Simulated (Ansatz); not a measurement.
Cu$_{3}$Au (Cu3Au type)

```cif
data_AuCu3
_chemical_formula_sum 'Cu3 Au1'
_space_group_name_H-M_alt 'Pm-3m'
_space_group_IT_number 221
_space_group_name_Hall '-P 4 2 3'
_cell_length_a 3.78050
_cell_length_b 3.78050
_cell_length_c 3.78050
_cell_angle_alpha 90.000
_cell_angle_beta 90.000
_cell_angle_gamma 90.000
loop_
_atom_site_label
_atom_site_type_symbol
_atom_site_symmetry_multiplicity
_atom_site_Wyckoff_symbol
_atom_site_fract_x
_atom_site_fract_y
_atom_site_fract_z
_atom_site_occupancy
Cu1 Cu 3 c 0.00000 0.50000 0.50000 1
Au1 Au 1 a 0.00000 0.00000 0.00000 1
```

Grid over V/V₀ and (c/a)/(c/a)₀, subscript 0 meaning the relaxed cell; the conventional c axis lies along z; no internal relaxation.

Calculation: PBE (plane waves to 420 eV, PAW, scalar-relativistic; Ansatz, a first-principles code). k mesh 12×12×12 (Γ-centred), Fermi-Dirac smearing 0.05 eV. Energies are smeared free energies. With partly filled bands, the response to shear is sensitive to the k mesh, so small differences along c/a are uncertain. Cu3Au is run without spin polarisation. Cu3Au was relaxed with its symmetry unable to fall. Spin-orbit coupling is left out, though Au is heavy. The zero of ΔE is the relaxed starting cell.

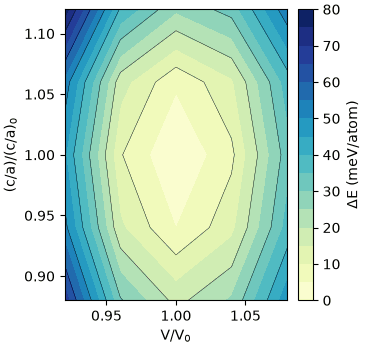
Figure. ΔE (meV/atom) over the 5×5 grid of computed points.

Highest place on the grid: V/V₀ = 0.920, (c/a)/(c/a)₀ = 1.120 (78 meV/atom). Lowest place on the grid: V/V₀ = 1.000, (c/a)/(c/a)₀ = 1.000 (0 meV/atom).

(A scan under strain: stresses follow from slopes of the energy per volume, elastic moduli from its curvatures.)
